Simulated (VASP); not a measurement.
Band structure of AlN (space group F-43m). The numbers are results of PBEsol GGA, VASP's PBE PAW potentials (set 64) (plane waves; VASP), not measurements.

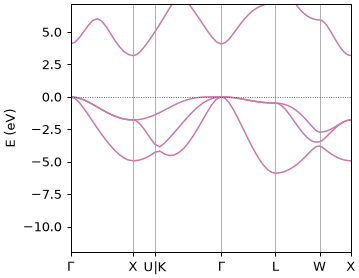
Bands along high-symmetry lines, zero at the valence-band maximum or, without a gap, the Fermi level

Question: Read the plot: is there a gap, and where are the band edges?

Answer: The gap is indirect, 3.18 eV, from the valence maximum at K-Γ at 0.93 to the conduction minimum at X. (Edges off the drawn lines would not show.)

The structure comes from a computed database's AlN entry (F-43m); how it stands against other phases isn't given here. It was relaxed first.
